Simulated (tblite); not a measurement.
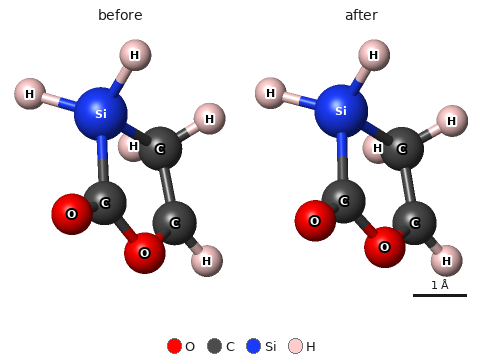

The structure of C3H5O2Si (multiplicity 2) before (left) and after (right) a relaxation, at one scale.

Style: ball-and-stick. Shown from a free direction.

Computed with GFN2-xTB geometry optimisation, gas phase in tblite 0.8.0. 

Describe what moved and what it gained.

Answer. After 21 geometry steps the energy has fallen by 31.4 kJ/mol. The largest move after the best rigid fit is that of an O atom, 0.13 Å. By element the largest moves are O 0.13 Å, H 0.09 Å, C 0.06 Å, Si 0.06 Å. Some distances before and after: C–O 1.415 → 1.331 Å, C–Si 1.880 → 1.917 Å, H–Si 1.495 → 1.460 Å, C–O 1.233 → 1.211 Å. Among the angles between lasting bonds that change: O–C–Si 120.9° → 130.6°, C–O–C 109.6° → 117.2°, O–C–Si 115.0° → 109.6°. Cost: 0.09 s on 1 thread of AMD EPYC 9B14 (shared host).
